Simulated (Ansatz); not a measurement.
# SnNH₅ + H₂O: a complex and its separated parts, part 2 of 2

Ansatz 0.2.0, Gaussian basis. Earlier steps stand in the parts before.

## (13) CAM-B3LYP-D4/def2-TZVPP

The inputs:

parta/in.yaml

```yaml
crystal:
  periodic: [false, false, false]
  atoms:
    - {symbol: Sn, position_ang: [0.983722, 0.811216, -0.476317]}
    - {symbol: H, position_ang: [1.341981, 2.144955, -1.496036]}
    - {symbol: H, position_ang: [1.878119, -0.551156, -0.975299]}
    - {symbol: H, position_ang: [1.298489, 1.225085, 1.146821]}
    - {symbol: N, position_ang: [-0.968518, 0.249169, -0.538005]}
    - {symbol: H, position_ang: [-1.599587, 0.981601, -0.237456]}
    - {symbol: H, position_ang: [-1.266374, -0.041200, -1.461036]}
basis:
  gaussian: {orbitals: def2-TZVPP}
hamiltonian: {xc: {name: CAM-B3LYP}, dispersion: d4}
```

partb/in.yaml

```yaml
crystal:
  periodic: [false, false, false]
  atoms:
    - {symbol: O, position_ang: [-0.268272, -1.839149, 1.225176]}
    - {symbol: H, position_ang: [-0.756692, -1.197375, 0.705239]}
    - {symbol: H, position_ang: [-0.642867, -1.783044, 2.106811]}
basis:
  gaussian: {orbitals: def2-TZVPP}
hamiltonian: {xc: {name: CAM-B3LYP}, dispersion: d4}
```

One command serves all of them, each in its own folder.

On the command line:

```sh
$ ansatz run in.yaml --threads 4 --pin off --events-out ev --progress --plain --max-ram 9574MiB
```

Output in parta, shortened:

```text
Functional definition: CAM-B3LYP
  name "CAM-B3LYP"
  cite "Yanai, Tew & Handy, Chem. Phys. Lett. 393, 51 (2004) doi:10.1016/j.cplett.2004.06.011"
  cite "Iikura, Tsuneda, Yanai & Hirao, J. Chem. Phys. 115, 3540 (2001) doi:10.1063/1.1383587"
  cite "Becke, Phys. Rev. A 38, 3098 (1988) doi:10.1103/PhysRevA.38.3098"
  cite "Lee, Yang & Parr, Phys. Rev. B 37, 785 (1988) doi:10.1103/PhysRevB.37.785"
[...]
  # Exact exchange under (alpha + beta erf(omega r))/r, Becke's under what is left of 1/r.
[...]
882 factors; their error is unknown
231 factors; integrals over basis functions are off by at most 1.0e-5 eV
[...]
mean field -7402.02772324 eV, -272.0195015545 hartree, gradient 4.8e-5 eV, S^2 0.000000; 0 other end points of the search recorded, 0 dependent functions left out
reference -7402.02785034 eV, -272.0195062253 hartree; 17, 17 occupied and 134, 134 virtual orbitals, 882 factors
Total energy: -7402.10963873 eV, -272.0225118934 hartree
```

Log of partb, shortened:

```text
[... 6 set-up lines as earlier in the session ...]
[...]
  # Exact exchange under (alpha + beta erf(omega r))/r, Becke's under what is left of 1/r.
[...]
269 factors; their error is unknown
72 factors; integrals over basis functions are off by at most 2.2e-5 eV
[...]
mean field -2079.99969169 eV, -76.4385787953 hartree, gradient 1.1e-5 eV, S^2 0.000000; 0 other end points of the search recorded, 0 dependent functions left out
reference -2079.99975912 eV, -76.4385812732 hartree; 5, 5 occupied and 54, 54 virtual orbitals, 269 factors
Total energy: -2080.00382492 eV, -76.4387306887 hartree
```

Times: 0.95 s (parta), 0.2 s (partb) on 4 threads of Arm Neoverse V2, shared host.

## (14) wB97X-V/def2-TZVPP

The same edit goes into each in.yaml of step 13 (parta, partb):

```diff
-hamiltonian: {xc: {name: CAM-B3LYP}, dispersion: d4}
+hamiltonian: {xc: {name: wB97X-V}}
```

One command serves all of them, each in its own folder.

On the command line:

```sh
$ ansatz run in.yaml --threads 4 --pin off --events-out ev --progress --plain --max-ram 9574MiB
```

Output in parta, shortened:

```text
Functional definition: wB97X-V
  name "wB97X-V"
  cite "Mardirossian & Head-Gordon, Phys. Chem. Chem. Phys. 16, 9904 (2014) doi:10.1039/C3CP54374A"
[... 2 set-up lines as earlier in the session ...]
[...]
      + integral(e_c_pw_opposite_spin*poly(b97_u_opposite, cos0, cos1)) + vv10(b, c)
882 factors; their error is unknown
222 factors; integrals over basis functions are off by at most 7.3e-6 eV
[...]
mean field -7402.19317540 eV, -272.0255818093 hartree, gradient 1.7e-5 eV, S^2 0.000000; 0 other end points of the search recorded, 0 dependent functions left out
reference -7402.19317311 eV, -272.0255817251 hartree; 17, 17 occupied and 134, 134 virtual orbitals, 882 factors
Total energy: -7402.19317311 eV, -272.0255817251 hartree
```

partb printed, shortened:

```text
[... 5 set-up lines as earlier in the session ...]
[...]
      + integral(e_c_pw_opposite_spin*poly(b97_u_opposite, cos0, cos1)) + vv10(b, c)
269 factors; their error is unknown
69 factors; integrals over basis functions are off by at most 2.2e-5 eV
[...]
mean field -2079.88766702 eV, -76.4344619647 hartree, gradient 2.2e-5 eV, S^2 0.000000; 0 other end points of the search recorded, 0 dependent functions left out
reference -2079.88766613 eV, -76.4344619318 hartree; 5, 5 occupied and 54, 54 virtual orbitals, 269 factors
Total energy: -2079.88766613 eV, -76.4344619318 hartree
```

Wall times: 2.4 s (parta), 0.3 s (partb) on 4 threads of Arm Neoverse V2, shared host.

## (15) wB97M-V/def2-TZVPP

Each input of step 14 (parta, partb) changes in the same lines:

```diff
-hamiltonian: {xc: {name: wB97X-V}}
+hamiltonian: {xc: {name: wB97M-V}}
```

One command serves all of them, each in its own folder.

On the command line:

```sh
$ ansatz run in.yaml --threads 4 --pin off --events-out ev --progress --plain --max-ram 9574MiB
```

Output in parta, shortened:

```text
Functional definition: wB97M-V
  name "wB97M-V"
  cite "Mardirossian & Head-Gordon, J. Chem. Phys. 144, 214110 (2016) doi:10.1063/1.4952647"
[... 2 set-up lines as earlier in the session ...]
  # Of w^i u^j: cxij and so on, Table III.
[...]
  gx(w, u) = 1 - cx + cx01*u + cx10*w
[...]
      + integral(e_c_pw_mod_opposite_spin*gos(b97_w_opposite, b97_u_opposite)) + vv10(b, c)
882 factors; their error is unknown
222 factors; integrals over basis functions are off by at most 7.3e-6 eV
[...]
mean field -7400.82245787 eV, -271.9752088690 hartree, gradient 1.5e-5 eV, S^2 0.000000; 0 other end points of the search recorded, 0 dependent functions left out
reference -7400.82251477 eV, -271.9752109601 hartree; 17, 17 occupied and 134, 134 virtual orbitals, 882 factors
Total energy: -7400.82251477 eV, -271.9752109601 hartree
```

partb printed, shortened:

```text
[... 5 set-up lines as earlier in the session ...]
  # Of w^i u^j: cxij and so on, Table III.
[...]
  gx(w, u) = 1 - cx + cx01*u + cx10*w
[...]
      + integral(e_c_pw_mod_opposite_spin*gos(b97_w_opposite, b97_u_opposite)) + vv10(b, c)
269 factors; their error is unknown
69 factors; integrals over basis functions are off by at most 2.2e-5 eV
[...]
mean field -2079.85937448 eV, -76.4334222330 hartree, gradient 2.8e-5 eV, S^2 0.000000; 0 other end points of the search recorded, 0 dependent functions left out
reference -2079.85939649 eV, -76.4334230418 hartree; 5, 5 occupied and 54, 54 virtual orbitals, 269 factors
Total energy: -2079.85939649 eV, -76.4334230418 hartree
```

Times: 2.6 s (parta), 0.3 s (partb) on 4 threads of Arm Neoverse V2, shared host.

## (16) B2PLYP/def2-TZVPP

Each input of step 15 (parta, partb) changes in the same lines:

```diff
-hamiltonian: {xc: {name: wB97M-V}}
+hamiltonian: {xc: {name: B2PLYP}}
```

One command serves all of them, each in its own folder.

On the command line:

```sh
$ ansatz run in.yaml --threads 4 --pin off --events-out ev --progress --plain --max-ram 9574MiB
```

Output in parta, shortened:

```text
Functional definition: B2PLYP
  name "B2PLYP"
  cite "Grimme, J. Chem. Phys. 124, 034108 (2006) doi:10.1063/1.2148954"
[... 2 set-up lines as earlier in the session ...]
[...]
1036 factors; integrals over basis functions are off by at most 1.1e-3 eV
[...]
mean field -7391.14780841 eV, -271.6196720591 hartree, gradient 2.2e-6 eV, S^2 0.000000; 0 other end points of the search recorded, 0 dependent functions left out
5 core orbitals not correlated: weight in the atoms' cores, before any rotation towards them, 1.000 or more for the frozen orbitals, at most 0.000 for the correlated occupied ones
reference -7391.14797057 eV, -271.6196780184 hartree; 12, 12 occupied and 134, 134 virtual orbitals, 1036 factors
second order -18.36321989 eV of doubles, -0.00000000 eV of singles
Total energy: -7396.10603994 eV, -271.8018837071 hartree
```

Output in partb, shortened:

```text
[... 5 set-up lines as earlier in the session ...]
[...]
361 factors; integrals over basis functions are off by at most 7.9e-4 eV
[...]
mean field -2077.03830271 eV, -76.3297497574 hartree, gradient 1.1e-6 eV, S^2 0.000000; 0 other end points of the search recorded, 0 dependent functions left out
1 core orbitals not correlated: weight in the atoms' cores, before any rotation towards them, 1.000 or more for the frozen orbitals, at most 0.000 for the correlated occupied ones
reference -2077.03838773 eV, -76.3297528818 hartree; 4, 4 occupied and 54, 54 virtual orbitals, 361 factors
second order -8.41859779 eV of doubles, -0.00000000 eV of singles
Total energy: -2079.31140913 eV, -76.4132848777 hartree
```

Times: 1.4 s (parta), 0.2 s (partb) on 4 threads of Arm Neoverse V2, shared host.

## (17) PBE-QIDH/def2-TZVPP

The same edit goes into each in.yaml of step 16 (parta, partb):

```diff
-hamiltonian: {xc: {name: B2PLYP}}
+hamiltonian: {xc: {name: PBE-QIDH}}
```

Each run has its own folder and the same command.

On the command line:

```sh
$ ansatz run in.yaml --threads 4 --pin off --events-out ev --progress --plain --max-ram 9574MiB
```

parta printed, shortened:

```text
Functional definition: PBE-QIDH
  name "PBE-QIDH"
  cite "Brémond, Sancho-García, Pérez-Jiménez & Adamo, J. Chem. Phys. 141, 031101 (2014) doi:10.1063/1.4890314"
[... 1 set-up line as earlier in the session ...]
[...]
1036 factors; integrals over basis functions are off by at most 1.1e-3 eV
[...]
mean field -7390.22412243 eV, -271.5857272255 hartree, gradient 2.5e-6 eV, S^2 0.000000; 0 other end points of the search recorded, 0 dependent functions left out
5 core orbitals not correlated: weight in the atoms' cores, before any rotation towards them, 1.000 or more for the frozen orbitals, at most 0.000 for the correlated occupied ones
reference -7390.22413571 eV, -271.5857277136 hartree; 12, 12 occupied and 134, 134 virtual orbitals, 1036 factors
second order -17.12499942 eV of doubles, -0.00000000 eV of singles
Total energy: -7395.93246885 eV, -271.7955050873 hartree
```

Log of partb, shortened:

```text
[... 4 set-up lines as earlier in the session ...]
[...]
361 factors; integrals over basis functions are off by at most 7.9e-4 eV
[...]
mean field -2075.58438799 eV, -76.2763193771 hartree, gradient 2.2e-6 eV, S^2 0.000000; 0 other end points of the search recorded, 0 dependent functions left out
1 core orbitals not correlated: weight in the atoms' cores, before any rotation towards them, 1.000 or more for the frozen orbitals, at most 0.000 for the correlated occupied ones
reference -2075.58439348 eV, -76.2763195789 hartree; 4, 4 occupied and 54, 54 virtual orbitals, 361 factors
second order -7.85888376 eV of doubles, -0.00000000 eV of singles
Total energy: -2078.20402140 eV, -76.3725891293 hartree
```

Times: 1.4 s (parta), 0.2 s (partb) on 4 threads of Arm Neoverse V2, shared host.

## (18) RPA on PBE/def2-TZVPP

Each input of step 17 (parta, partb) changes in the same lines:

```diff
-hamiltonian: {xc: {name: PBE-QIDH}}
+hamiltonian: {xc: pbe}
+correlation: {method: rpa}
```

The same command starts each run, in its folder.

On the command line:

```sh
$ ansatz run in.yaml --threads 4 --pin off --events-out ev --progress --plain --max-ram 9574MiB
```

Log of parta, shortened:

```text
[... 4 set-up lines as earlier in the session ...]
[...]
1036 factors; integrals over basis functions are off by at most 1.1e-3 eV
[...]
mean field -7400.93235657 eV, -271.9792475719 hartree, gradient 5.2e-6 eV, S^2 0.000000; 0 other end points of the search recorded, 0 dependent functions left out
5 core orbitals not correlated: weight in the atoms' cores, before any rotation towards them, 1.000 or more for the frozen orbitals, at most 0.000 for the correlated occupied ones
reference -7365.58205980 eV, -270.6801481270 hartree; 12, 12 occupied and 134, 134 virtual orbitals, 1036 factors
Total energy: -7389.45712016 eV, -271.5575404120 hartree
```

partb printed, shortened:

```text
[... 4 set-up lines as earlier in the session ...]
[...]
361 factors; integrals over basis functions are off by at most 7.9e-4 eV
[...]
mean field -2078.40751959 eV, -76.3800675496 hartree, gradient 4.3e-6 eV, S^2 0.000000; 0 other end points of the search recorded, 0 dependent functions left out
1 core orbitals not correlated: weight in the atoms' cores, before any rotation towards them, 1.000 or more for the frozen orbitals, at most 0.000 for the correlated occupied ones
reference -2069.53703130 eV, -76.0540831178 hartree; 4, 4 occupied and 54, 54 virtual orbitals, 361 factors
Total energy: -2080.48255067 eV, -76.4563235354 hartree
```

Wall times: 1.6 s (parta), 0.2 s (partb) on 4 threads of Arm Neoverse V2, shared host.

## (19) CCSD(T)/def2-TZVPP

The same edit goes into each in.yaml of step 18 (parta, partb):

```diff
-hamiltonian: {xc: pbe}
-correlation: {method: rpa}
+correlation: {method: ccsd_t}
```

One command serves all of them, each in its own folder.

On the command line:

```sh
$ ansatz run in.yaml --threads 4 --pin off --events-out ev --progress --plain --max-ram 9574MiB
```

Log of parta, shortened:

```text
Functional definition: HF
  name "HF"
  cite "Fock, Z. Phys. 61, 126 (1930) doi:10.1007/BF01340294"
[... 1 set-up line as earlier in the session ...]
[...]
1036 factors; integrals over basis functions are off by at most 1.1e-3 eV
[...]
mean field -7366.49811763 eV, -270.7138126312 hartree, gradient 1.7e-6 eV, S^2 0.000000; 0 other end points of the search recorded, 0 dependent functions left out
5 core orbitals not correlated: weight in the atoms' cores, before any rotation towards them, 1.000 or more for the frozen orbitals, at most 0.000 for the correlated occupied ones
reference -7366.49811763 eV, -270.7138126312 hartree; 12, 12 occupied and 134, 134 virtual orbitals, 1036 factors
second order -15.31026502 eV of doubles, -0.00000000 eV of singles
cycle   1  -15.32764203 eV  change   -1.7e-2 eV  update   8.8e-2
[...]
cycle   9  -15.79482293 eV  change   -2.8e-5 eV  update   2.8e-5
perturbative correction -0.48188683 eV, -0.0177090144 hartree
Total energy: -7382.77482739 eV, -271.3119706821 hartree
```

partb printed, shortened:

```text
[... 4 set-up lines as earlier in the session ...]
[...]
361 factors; integrals over basis functions are off by at most 7.9e-4 eV
[...]
mean field -2069.76246518 eV, -76.0623676599 hartree, gradient 3.6e-6 eV, S^2 0.000000; 0 other end points of the search recorded, 0 dependent functions left out
1 core orbitals not correlated: weight in the atoms' cores, before any rotation towards them, 1.000 or more for the frozen orbitals, at most 0.000 for the correlated occupied ones
reference -2069.76246518 eV, -76.0623676599 hartree; 4, 4 occupied and 54, 54 virtual orbitals, 361 factors
second order -7.10548400 eV of doubles, -0.00000000 eV of singles
cycle   1  -7.11156709 eV  change   -6.1e-3 eV  update   4.1e-2
[...]
cycle   8  -7.26601078 eV  change    3.6e-6 eV  update   7.2e-6
perturbative correction -0.20739357 eV, -0.0076215730 hartree
Total energy: -2077.23586953 eV, -76.3370102040 hartree
```

They took 11 s (parta), 0.2 s (partb) on 4 threads of Arm Neoverse V2, shared host; peak memory 1.1 GiB.

## (20) Vibrations of SnNH₅

vib-parta/in.yaml

```yaml
crystal:
  periodic: [false, false, false]
  atoms:
    - {symbol: Sn, position_ang: [0.983722, 0.811216, -0.476317]}
    - {symbol: H, position_ang: [1.341981, 2.144955, -1.496036]}
    - {symbol: H, position_ang: [1.878119, -0.551156, -0.975299]}
    - {symbol: H, position_ang: [1.298489, 1.225085, 1.146821]}
    - {symbol: N, position_ang: [-0.968518, 0.249169, -0.538005]}
    - {symbol: H, position_ang: [-1.599587, 0.981601, -0.237456]}
    - {symbol: H, position_ang: [-1.266374, -0.041200, -1.461036]}
basis:
  gaussian: {orbitals: def2-TZVP}
hamiltonian: {xc: pbe0, dispersion: d4}
phonons: {temperatures: {t_min: 298.15, t_max: 900, t_step: 200}}
```

On the command line:

```sh
$ ansatz run in.yaml --threads 4 --pin off --events-out ev --progress --plain --max-ram 9574MiB
```

Standard output, shortened:

```text
[... 5 set-up lines as earlier in the session ...]
[...]
836 factors; their error is unknown
[...]
mean field -7401.35219943 eV, -271.9946765122 hartree, gradient 6.7e-5 eV, S^2 0.000000; 0 other end points of the search recorded, 0 dependent functions left out
[...]
Atom 4 at    -0.968518     0.249169    -0.538005 Å, force    -0.001540     0.000191    -0.001662 eV/Å
Atom 5 at    -1.599587     0.981601    -0.237456 Å, force     0.002211    -0.002051    -0.001362 eV/Å
Atom 6 at    -1.266374    -0.041200    -1.461036 Å, force     0.000285     0.001142     0.002591 eV/Å
Dipole moment:    -0.048013     0.169170    -0.154423 e Å
Vibrations: 127.03 467.30 472.32 559.67 640.46 703.60 721.95 722.22 875.54 1571.56 1905.37 1958.54 1962.33 3538.60 3631.93 cm⁻¹, zero-point energy 1.231064 eV
```

Run time: 22 s. Hardware: 4 threads of Arm Neoverse V2, shared host.

The modes, with what each moves most:

| mode | wavenumber (cm⁻¹) | character |
| --- | --- | --- |
| 1 | 127 | torsion |
| 2 | 467 | bend |
| 3 | 472 | bend |
| 4 | 560 | Sn–N stretch |
| 5 | 640 | bend with torsion |
| 6 | 704 | bend |
| 7 | 722 | bend with torsion |
| 8 | 722 | bend |
| 9 | 876 | bend |
| 10 | 1572 | bend |
| 11 | 1905 | Sn–H stretch |
| 12 | 1959 | Sn–H stretch |
| 13 | 1962 | Sn–H stretch |
| 14 | 3539 | N–H stretch |
| 15 | 3632 | N–H stretch |

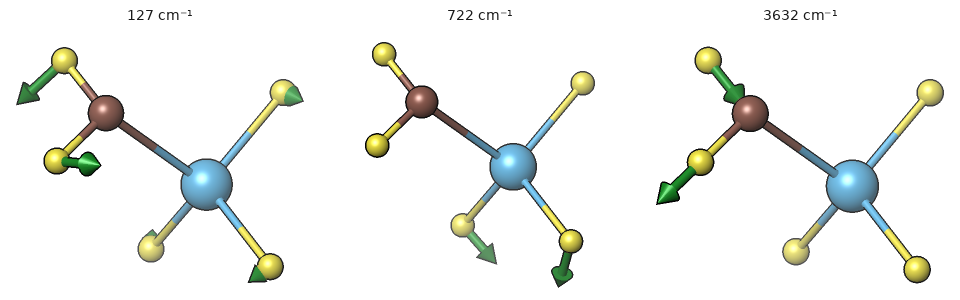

How the atoms move in 3 of the modes.

Vibrational sums (real modes only):

| T (K) | entropy (J/mol/K) | heat capacity (J/mol/K) |
| --- | --- | --- |
| 298 | 26.8 | 40.4 |
| 498 | 53.4 | 63.0 |
| 698 | 77.1 | 77.4 |
| 898 | 97.9 | 87.6 |

## (21) Vibrations of H₂O

vib-partb/in.yaml

```yaml
crystal:
  periodic: [false, false, false]
  atoms:
    - {symbol: O, position_ang: [-0.268272, -1.839149, 1.225176]}
    - {symbol: H, position_ang: [-0.756692, -1.197375, 0.705239]}
    - {symbol: H, position_ang: [-0.642867, -1.783044, 2.106811]}
basis:
  gaussian: {orbitals: def2-TZVP}
hamiltonian: {xc: pbe0, dispersion: d4}
phonons: {temperatures: {t_min: 298.15, t_max: 900, t_step: 200}}
```

On the command line:

```sh
$ ansatz run in.yaml --threads 4 --pin off --events-out ev --progress --plain --max-ram 9574MiB
```

Standard output, shortened:

```text
[... 5 set-up lines as earlier in the session ...]
[...]
239 factors; their error is unknown
[...]
mean field -2078.33307676 eV, -76.3773318263 hartree, gradient 1.2e-5 eV, S^2 0.000000; 0 other end points of the search recorded, 0 dependent functions left out
[...]
Total energy: -2078.33734643 eV, -76.3774887335 hartree
Atom 0 at    -0.268272    -1.839149     1.225176 Å, force     0.001984    -0.001510    -0.001107 eV/Å
Atom 1 at    -0.756692    -1.197375     0.705239 Å, force    -0.000879     0.000530     0.000898 eV/Å
Atom 2 at    -0.642867    -1.783044     2.106811 Å, force    -0.001105     0.000980     0.000208 eV/Å
Dipole moment:    -0.318244     0.257348     0.133380 e Å
Vibrations: 1622.66 3851.79 3959.66 cm⁻¹, zero-point energy 0.584840 eV
```

Run time: 0.85 s. Hardware: 4 threads of Arm Neoverse V2, shared host.

The modes, with what each moves most:

| mode | wavenumber (cm⁻¹) | character |
| --- | --- | --- |
| 1 | 1623 | bend |
| 2 | 3852 | O–H stretch |
| 3 | 3960 | O–H stretch |

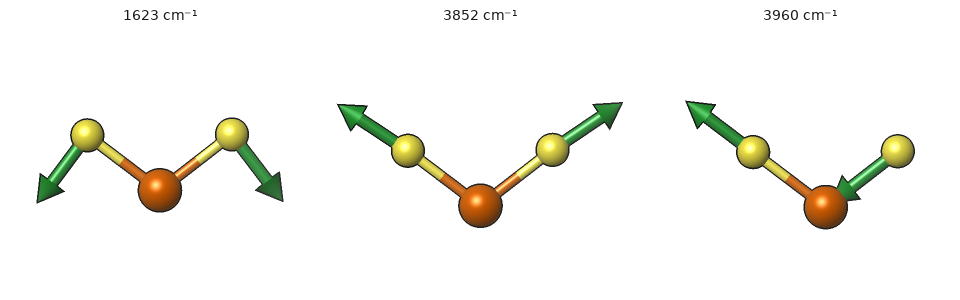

Displacements of 3 modes, as arrows.

Vibrational sums (real modes only):

| T (K) | entropy (J/mol/K) | heat capacity (J/mol/K) |
| --- | --- | --- |
| 298 | 0.0 | 0.2 |
| 498 | 0.4 | 1.7 |
| 698 | 1.4 | 3.9 |
| 898 | 2.6 | 6.1 |

## (22) Complex less separated parts

The complex's own energies come from single points at the same levels.

Rows are in def2-TZVPP; times add the 3 runs of a level on a shared host, so small differences are noise.

Differences are taken before rounding.

| method | rung | complex less parts (eV) | from CCSD(T) (eV) | time |
| --- | --- | --- | --- | --- |
| SPW92 | LDA | -0.523 | -0.208 | 1.2 s |
| PBE-D4 | GGA | -0.378 | -0.062 | 1.9 s |
| BLYP-D4 | GGA | -0.357 | -0.041 | 1.9 s |
| r2SCAN-D4 | meta-GGA | -0.347 | -0.032 | 3.8 s |
| B97M-V | meta-GGA | -0.317 | -0.001 | 7.6 s |
| PBE0-D4 | hybrid | -0.350 | -0.034 | 2.4 s |
| B3LYP-D4 | hybrid | -0.347 | -0.031 | 2.2 s |
| r2SCAN0-D4 | hybrid | -0.337 | -0.021 | 4.1 s |
| BHLYP-D4 | hybrid | -0.335 | -0.019 | 2.3 s |
| CAM-B3LYP-D4 | range-separated hybrid | -0.357 | -0.041 | 2.7 s |
| wB97X-V | range-separated hybrid | -0.331 | -0.015 | 6.9 s |
| wB97M-V | range-separated hybrid | -0.337 | -0.022 | 7.5 s |
| B2PLYP | double hybrid | -0.294 | +0.021 | 4.5 s |
| PBE-QIDH | double hybrid | -0.314 | +0.002 | 4.6 s |
| RPA on PBE | RPA | -0.282 | +0.034 | 5.3 s |
| Hartree-Fock | wavefunction | -0.145 | +0.171 |  |
| MP2 | wavefunction | -0.328 | -0.012 |  |
| CCSD | wavefunction | -0.288 | +0.027 |  |
| CCSD(T) | wavefunction | -0.316 | 0 | 79 s |

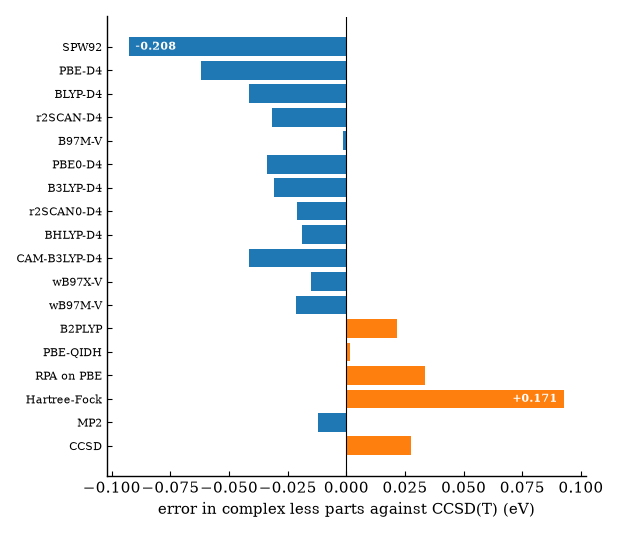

Deviations from CCSD(T), method by method. Bars with a number in them are cut short.

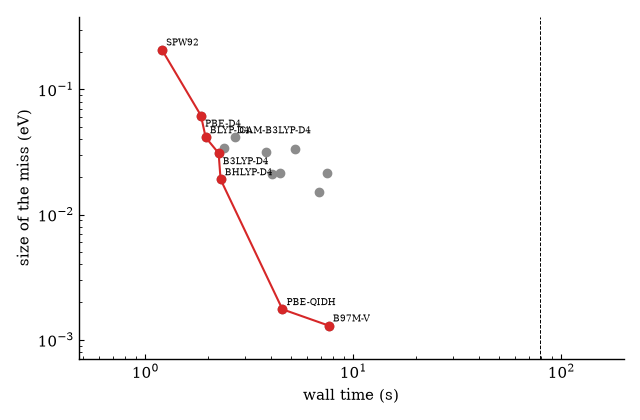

Accuracy for the time spent; red marks the levels that beat every quicker one drawn (of those quicker than the yardstick), and the dashed line is the time of CCSD(T). Only those levels and the largest misses are named. Times are from a shared host.

For cost: B97M-V gets within 0.001 eV in 7.6 s, where CCSD(T) took 79 s; the quickest level in the cost chart, SPW92, takes 1.2 s and misses by 0.208 eV.

The complex's zero-point energy, from a separate PBE0-D4 run, is 1.910 eV.

## (23) Outcome

This closing draws on all 2 parts.

| quantity | value |
| --- | --- |
| complex less parts, CCSD(T)/def2-TZVPP | -0.316 eV |
| with zero-point energy | -0.221 eV |
| largest T1 diagnostic | 0.013 |

**Reading.** At CCSD(T) the complex lies 0.316 eV below its parts. Among the functionals B97M-V lands nearest to CCSD(T) (-0.001 eV) and SPW92 farthest (-0.208 eV). Mean unsigned error by rung: LDA 0.208, GGA 0.052, meta-GGA 0.016, hybrid 0.026, range-separated hybrid 0.026, double hybrid 0.012 eV. PBE-D4 gives a relative energy 0.062 eV too low, outside chemical accuracy (1 kcal/mol, 0.043 eV). No counterpoise was applied, and triple zeta lacks some correlation, so the CCSD(T) reference has a basis error of its own, and close matches with it are partly luck.
